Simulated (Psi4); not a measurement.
Frequency calculation of AlO (part 2 of 4)

Continued. System: AlO (oxoaluminum), multiplicity 2. Method: PBE/def2-SVP, UKS, dispersion D4 (Psi4 1.11). The geometry was optimised with PBE/def2-SVP.

Geometry of the input (Å):
```
O  -0.0798  -0.0705  0.0202
Al 0.0707  -0.0534  1.6593
```

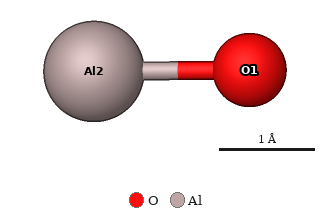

Fig. 1: The structure as given in the input (ball-and-stick view, seen on its broad side; atoms are numbered from 1 in the order of the input). Sticks mark near contacts.

## Output, continued
```
   Electrons on quadrature grid:
      Nalpha   =   11.0000046254 ; deviation = 4.625e-06
      Nbeta    =   10.0000048615 ; deviation = 4.861e-06
      Ntotal   =   21.0000094869 ; deviation = 9.487e-06

   @Spin Contamination Metric:   3.572246111E-03
   @S^2 Expected:                7.500000000E-01
   @S^2 Observed:                7.535722461E-01
   @S   Expected:                5.000000000E-01
   @S   Observed:                5.000000000E-01

    Final Occupation by Irrep:
             A1    A2    B1    B2
    DOCC [     6,    0,    2,    2 ]
    SOCC [     1,    0,    0,    0 ]
    NA   [     7,    0,    2,    2 ]
    NB   [     6,    0,    2,    2 ]

  @DF-UKS Final Energy:  -317.26235422663063

   => Energetics <=

    Nuclear Repulsion Energy =             33.4165711299121355
    One-Electron Energy =                -507.2955516967901985
    Two-Electron Energy =                 183.5709272753417167
    DFT Exchange-Correlation Energy =     -26.9534107827332612
    Empirical Dispersion Energy =          -0.0008901523610282
    VV10 Nonlocal Energy =                  0.0000000000000000
    Total Energy =                       -317.2623542266306345

  UHF NO Occupations:
  HONO-2 :    2 B2 1.9999200
  HONO-1 :    6 A1 1.9984283
  HONO-0 :    7 A1 1.0000000
  LUNO+0 :    8 A1 0.0015717
  LUNO+1 :    3 B1 0.0000800
  LUNO+2 :    3 B2 0.0000800
  LUNO+3 :    9 A1 0.0000552

Computation Completed

Properties will be evaluated at   0.000000,   0.000000,   0.000000 [a0]

Properties computed using the SCF density matrix

 Multipole Moments:

 ------------------------------------------------------------------------------------
     Multipole            Electronic (a.u.)      Nuclear  (a.u.)        Total (a.u.)
 ------------------------------------------------------------------------------------

 L = 1.  Multiply by 2.5417464519 to convert [e a0] to [Debye]
 Dipole X            :          0.0000000            0.0000000            0.0000000
 Dipole Y            :          0.0000000           -0.0000000           -0.0000000
 Dipole Z            :          1.9291945           -0.5734286            1.3557659
 Magnitude           :                                                    1.3557659

 ------------------------------------------------------------------------------------

	total time  =          3 seconds =       0.05 minutes

         ------------------------------------------------------------
                                   SCF GRAD
         ------------------------------------------------------------

  ==> Geometry <==

    Molecular point group: c2v
    Full point group: C_inf_v

    Geometry (in Bohr), charge = 0, multiplicity = 2:

       Center              X                  Y                   Z               Mass
    ------------   -----------------  -----------------  -----------------  -----------------
         O            0.000000000000    -0.000000000000    -1.953923671248    15.994914619570
         AL           0.000000000000    -0.000000000000     1.158304677845    26.981538530000

  Nuclear repulsion =   33.416571129912136

   => Molecular Quadrature <=

    Radial Scheme          =       TREUTLER
    Pruning Scheme         =           NONE
    Nuclear Scheme         =       TREUTLER

    Blocking Scheme        =         OCTREE
    BS radius alpha        =              1
    Pruning alpha          =              1
    Radial Points          =             75
    Spherical Points       =            302
    Total Points           =          43421
    Total Blocks           =            403
    Max Points             =            256
    Max Functions          =             32
    Weights Tolerance      =       1.00E-15

  -Total Gradient:
     Atom            X                  Y                   Z
    ------   -----------------  -----------------  -----------------
       1        0.000000000000    -0.000000000000    -0.000558971180
       2        0.000000000000    -0.000000000000     0.000603624536

	total time  =          1 seconds =       0.02 minutes

    Psi4 run time: 0:00:03.89

    -----------------------------------------------------------------------
                               Psi4 1.11 release

    h
    h
    h

    -----------------------------------------------------------------------

    Memory:     1.5 GiB
    Threads:    1
                ecpint, einsums, f̶o̶r̶t̶e̶, gauxc, gcp, g̶d̶m̶a̶, geometric, g̶p̶u̶_̶d̶f̶c̶c̶,
                i̶n̶t̶e̶g̶r̶a̶t̶o̶r̶x̶x̶, i̶p̶i̶, libefp, m̶d̶i̶, m̶p̶2̶d̶, m̶r̶c̶c̶, ooo,
                o̶p̶e̶n̶f̶e̶r̶m̶i̶o̶n̶p̶s̶i̶4̶, pcmsolver, p̶s̶i̶4̶f̶o̶c̶k̶c̶i̶, p̶s̶i̶x̶a̶s̶,
                p̶y̶e̶i̶n̶s̶u̶m̶s̶, r̶e̶s̶p̶, s̶i̶m̶i̶n̶t̶, s̶n̶s̶m̶p̶2̶,
                v̶2̶r̶d̶m̶_̶c̶a̶s̶s̶c̶f̶

gradient() will perform analytic gradient computation.

  ==> Geometry <==

    Molecular point group: c2v
    Full point group: C_inf_v

    Geometry (in Bohr), charge = 0, multiplicity = 2:

       Center              X                  Y                   Z               Mass
    ------------   -----------------  -----------------  -----------------  -----------------
         O            0.000000000000     0.000000000000    -1.951942476779    15.994914619570
         AL           0.000000000000     0.000000000000     1.157130206777    26.981538530000

  Running in c2v symmetry.

  Rotational constants: A = ************  B =      0.62018  C =      0.62018 [cm^-1]
  Rotational constants: A = ************  B =  18592.38559  C =  18592.38559 [MHz]
  Nuclear repulsion =   33.450488484897789

  Charge       = 0
  Multiplicity = 2
  Electrons    = 21
  Nalpha       = 11
  Nbeta        = 10

   => Molecular Quadrature <=

    Radial Scheme          =       TREUTLER
    Pruning Scheme         =           NONE
    Nuclear Scheme         =       TREUTLER

    Blocking Scheme        =         OCTREE
    BS radius alpha        =              1
    Pruning alpha          =              1
    Radial Points          =             75
    Spherical Points       =            302
    Total Points           =          43425
    Total Blocks           =            404
    Max Points             =            256
    Max Functions          =             32
    Weights Tolerance      =       1.00E-15

   => Auxiliary Basis Set <=

  Basis Set: (DEF2-SVP AUX)
    Blend: DEF2-UNIVERSAL-JKFIT
    Number of shells: 63
    Number of basis functions: 205
    Number of Cartesian functions: 248
    Spherical Harmonics?: true
    Max angular momentum: 4

  Cached 100.0% of DFT collocation blocks in 0.036 [GiB].

  Minimum eigenvalue in the overlap matrix is 2.7097359529E-02.
  Reciprocal condition number of the overlap matrix is 8.8006977543E-03.
    Using symmetric orthogonalization.

  ==> Iterations <==

                           Total Energy        Delta E     RMS |[F,P]|

   @DF-UKS iter SAD:  -316.76290371839178   -3.16763e+02   0.00000e+00
   @DF-UKS iter   1:  -316.77004777840642   -7.14406e-03   5.24980e-02 DIIS/ADIIS
   @DF-UKS iter   2:  -309.04809680720757    7.72195e+00   1.28581e-01 ADIIS
   @DF-UKS iter   3:  -315.82376615222819   -6.77567e+00   8.85263e-02 DIIS/ADIIS
   @DF-UKS iter   4:  -317.24124825518646   -1.41748e+00   1.26137e-02 DIIS/ADIIS
   @DF-UKS iter   5:  -317.25223686545274   -1.09886e-02   7.06704e-03 DIIS/ADIIS
   @DF-UKS iter   6:  -317.26222408853550   -9.98722e-03   6.21835e-04 DIIS/ADIIS
   @DF-UKS iter   7:  -317.26232648312873   -1.02395e-04   3.02952e-04 DIIS/ADIIS
   @DF-UKS iter   8:  -317.26235171856041   -2.52354e-05   5.91496e-05 DIIS
   @DF-UKS iter   9:  -317.26235430861573   -2.59006e-06   2.98427e-05 DIIS
   @DF-UKS iter  10:  -317.26235446149400   -1.52878e-07   5.34810e-06 DIIS
   @DF-UKS iter  11:  -317.26235446770198   -6.20798e-09   3.18293e-07 DIIS
   @DF-UKS iter  12:  -317.26235446771670   -1.47224e-11   2.40780e-07 DIIS
   @DF-UKS iter  13:  -317.26235446772813   -1.14255e-11   1.54588e-08 DIIS
   @DF-UKS iter  14:  -317.26235446772807    5.68434e-14   1.26248e-09 DIIS
  Energy and wave function converged.

  ==> Post-Iterations <==

   Electrons on quadrature grid:
      Nalpha   =   11.0000046534 ; deviation = 4.653e-06
      Nbeta    =   10.0000048886 ; deviation = 4.889e-06
      Ntotal   =   21.0000095420 ; deviation = 9.542e-06

   @Spin Contamination Metric:   3.557081795E-03
   @S^2 Expected:                7.500000000E-01
   @S^2 Observed:                7.535570818E-01
   @S   Expected:                5.000000000E-01
   @S   Observed:                5.000000000E-01

    Final Occupation by Irrep:
             A1    A2    B1    B2
    DOCC [     6,    0,    2,    2 ]
    SOCC [     1,    0,    0,    0 ]
    NA   [     7,    0,    2,    2 ]
    NB   [     6,    0,    2,    2 ]

  @DF-UKS Final Energy:  -317.26235446772807

   => Energetics <=

    Nuclear Repulsion Energy =             33.4504884848977895
    One-Electron Energy =                -507.3643109468825969
    Two-Electron Energy =                 183.6065290429176571
    DFT Exchange-Correlation Energy =     -26.9541707630429954
    Empirical Dispersion Energy =          -0.0008902856179161
    VV10 Nonlocal Energy =                  0.0000000000000000
    Total Energy =                       -317.2623544677280734

  UHF NO Occupations:
  HONO-2 :    2 B1 1.9999195
  HONO-1 :    6 A1 1.9984366
  HONO-0 :    7 A1 1.0000000
  LUNO+0 :    8 A1 0.0015634
  LUNO+1 :    3 B1 0.0000805
  LUNO+2 :    3 B2 0.0000805
  LUNO+3 :    9 A1 0.0000549

Computation Completed

Properties will be evaluated at   0.000000,   0.000000,   0.000000 [a0]

Properties computed using the SCF density matrix

 Multipole Moments:

 ------------------------------------------------------------------------------------
     Multipole            Electronic (a.u.)      Nuclear  (a.u.)        Total (a.u.)
 ------------------------------------------------------------------------------------

 L = 1.  Multiply by 2.5417464519 to convert [e a0] to [Debye]
 Dipole X            :          0.0000000            0.0000000            0.0000000
 Dipole Y            :          0.0000000           -0.0000000           -0.0000000
 Dipole Z            :          1.9280890           -0.5728471            1.3552418
 Magnitude           :                                                    1.3552418

 ------------------------------------------------------------------------------------

	total time  =          3 seconds =       0.05 minutes

         ------------------------------------------------------------
                                   SCF GRAD
         ------------------------------------------------------------

  ==> Geometry <==

    Molecular point group: c2v
    Full point group: C_inf_v

    Geometry (in Bohr), charge = 0, multiplicity = 2:

       Center              X                  Y                   Z               Mass
    ------------   -----------------  -----------------  -----------------  -----------------
         O            0.000000000000    -0.000000000000    -1.951942476779    15.994914619570
         AL           0.000000000000    -0.000000000000     1.157130206777    26.981538530000

  Nuclear repulsion =   33.450488484897789

   => Molecular Quadrature <=

    Radial Scheme          =       TREUTLER
    Pruning Scheme         =           NONE
    Nuclear Scheme         =       TREUTLER

    Blocking Scheme        =         OCTREE
    BS radius alpha        =              1
    Pruning alpha          =              1
    Radial Points          =             75
    Spherical Points       =            302
    Total Points           =          43425
    Total Blocks           =            404
    Max Points             =            256
    Max Functions          =             32
    Weights Tolerance      =       1.00E-15

  -Total Gradient:
     Atom            X                  Y                   Z
    ------   -----------------  -----------------  -----------------
       1        0.000000000000    -0.000000000000     0.000547082395
       2        0.000000000000     0.000000000000    -0.000501606754

	total time  =          0 seconds =       0.00 minutes

    Psi4 run time: 0:00:03.51

    -----------------------------------------------------------------------
                               Psi4 1.11 release

    h
    h
    h

    -----------------------------------------------------------------------

    Memory:     1.5 GiB
    Threads:    1
                ecpint, einsums, f̶o̶r̶t̶e̶, gauxc, gcp, g̶d̶m̶a̶, geometric, g̶p̶u̶_̶d̶f̶c̶c̶,
                i̶n̶t̶e̶g̶r̶a̶t̶o̶r̶x̶x̶, i̶p̶i̶, libefp, m̶d̶i̶, m̶p̶2̶d̶, m̶r̶c̶c̶, ooo,
                o̶p̶e̶n̶f̶e̶r̶m̶i̶o̶n̶p̶s̶i̶4̶, pcmsolver, p̶s̶i̶4̶f̶o̶c̶k̶c̶i̶, p̶s̶i̶x̶a̶s̶,
                p̶y̶e̶i̶n̶s̶u̶m̶s̶, r̶e̶s̶p̶, s̶i̶m̶i̶n̶t̶, s̶n̶s̶m̶p̶2̶,
                v̶2̶r̶d̶m̶_̶c̶a̶s̶s̶c̶f̶

gradient() will perform analytic gradient computation.

  ==> Geometry <==

    Molecular point group: cs
    Full point group: C_inf_v

    Geometry (in Bohr), charge = 0, multiplicity = 2:

       Center              X                  Y                   Z               Mass
    ------------   -----------------  -----------------  -----------------  -----------------
         O           -0.000990597235     0.000000000000    -1.952933074013    15.994914619570
         AL           0.000587235534     0.000000000000     1.157717442311    26.981538530000

  Running in cs symmetry.

  Rotational constants: A = ************  B =      0.61955  C =      0.61955 [cm^-1]
  Rotational constants: A = ************  B =  18573.52415  C =  18573.52415 [MHz]
  Nuclear repulsion =   33.433516904338752

  Charge       = 0
  Multiplicity = 2
  Electrons    = 21
  Nalpha       = 11
  Nbeta        = 10

   => Molecular Quadrature <=

    Radial Scheme          =       TREUTLER
    Pruning Scheme         =           NONE
    Nuclear Scheme         =       TREUTLER

    Blocking Scheme        =         OCTREE
    BS radius alpha        =              1
    Pruning alpha          =              1
    Radial Points          =             75
    Spherical Points       =            302
    Total Points           =          43424
    Total Blocks           =            404
    Max Points             =            256
    Max Functions          =             32
    Weights Tolerance      =       1.00E-15

   => Auxiliary Basis Set <=

  Basis Set: (DEF2-SVP AUX)
    Blend: DEF2-UNIVERSAL-JKFIT
    Number of shells: 63
    Number of basis functions: 205
    Number of Cartesian functions: 248
    Spherical Harmonics?: true
    Max angular momentum: 4

  Cached 100.0% of DFT collocation blocks in 0.036 [GiB].

  Minimum eigenvalue in the overlap matrix is 2.7186677721E-02.
  Reciprocal condition number of the overlap matrix is 8.8314176579E-03.
    Using symmetric orthogonalization.

  ==> Pre-Iterations <==

  SCF Guess: Superposition of Atomic Densities via on-the-fly atomic UHF (no occupation information).

   -------------------------
    Irrep   Nso     Nmo
   -------------------------
     A'        23      23
     A"         9       9
   -------------------------
    Total      32      32
   -------------------------

  ==> Iterations <==

                           Total Energy        Delta E     RMS |[F,P]|

   @DF-UKS iter SAD:  -316.76251138488476   -3.16763e+02   0.00000e+00
   @DF-UKS iter   1:  -316.77003980905386   -7.52842e-03   4.02117e-02 DIIS/ADIIS
   @DF-UKS iter   2:  -309.04721513603045    7.72282e+00   9.85049e-02 DIIS/ADIIS
   @DF-UKS iter   3:  -315.89825975632897   -6.85104e+00   6.64336e-02 DIIS/ADIIS
   @DF-UKS iter   4:  -317.23674040564015   -1.33848e+00   1.05027e-02 DIIS/ADIIS
   @DF-UKS iter   5:  -317.25288659105013   -1.61462e-02   5.31010e-03 DIIS/ADIIS
   @DF-UKS iter   6:  -317.26219291813680   -9.30633e-03   5.56591e-04 DIIS/ADIIS
   @DF-UKS iter   7:  -317.26232424938422   -1.31331e-04   2.58544e-04 DIIS/ADIIS
   @DF-UKS iter   8:  -317.26235229886271   -2.80495e-05   4.64602e-05 DIIS
   @DF-UKS iter   9:  -317.26235468302025   -2.38416e-06   1.80811e-05 DIIS
   @DF-UKS iter  10:  -317.26235477392913   -9.09089e-08   5.28485e-06 DIIS
   @DF-UKS iter  11:  -317.26235478395921   -1.00301e-08   3.11783e-07 DIIS
   @DF-UKS iter  12:  -317.26235478398371   -2.44995e-11   2.18737e-07 DIIS
   @DF-UKS iter  13:  -317.26235478399980   -1.60867e-11   1.21217e-08 DIIS
   @DF-UKS iter  14:  -317.26235478399985   -5.68434e-14   3.05747e-10 DIIS
  Energy and wave function converged.

  ==> Post-Iterations <==

   Electrons on quadrature grid:
      Nalpha   =   11.0000046396 ; deviation = 4.640e-06
      Nbeta    =   10.0000048753 ; deviation = 4.875e-06
      Ntotal   =   21.0000095149 ; deviation = 9.515e-06

   @Spin Contamination Metric:   3.564648598E-03
   @S^2 Expected:                7.500000000E-01
   @S^2 Observed:                7.535646486E-01
   @S   Expected:                5.000000000E-01
   @S   Observed:                5.000000000E-01

    Final Occupation by Irrep:
             Ap   App
    DOCC [     8,    2 ]
    SOCC [     1,    0 ]
    NA   [     9,    2 ]
    NB   [     8,    2 ]

  @DF-UKS Final Energy:  -317.26235478399985

   => Energetics <=
```
